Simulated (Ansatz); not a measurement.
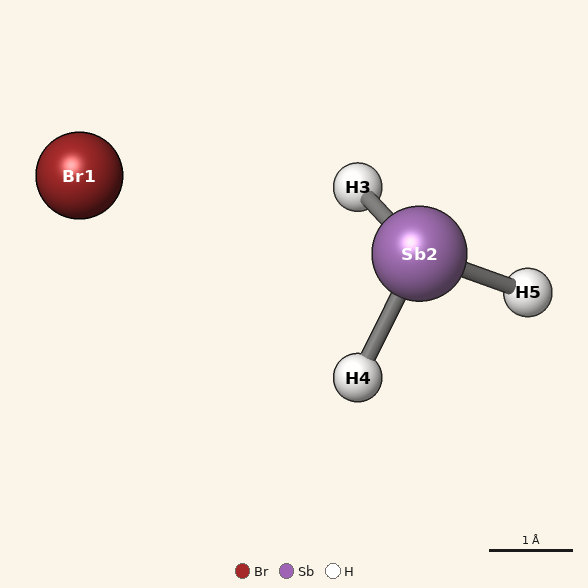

Figure made from data computed with Ansatz.

State: charge −1, singlet. Geometry: a pair of rigid molecules at a changed separation.

List the bonds and their lengths.

| bond | length (Å) |
| --- | --- |
| Sb2–H3 | 1.706 |
| Sb2–H4 | 1.706 |
| Sb2–H5 | 1.783 |
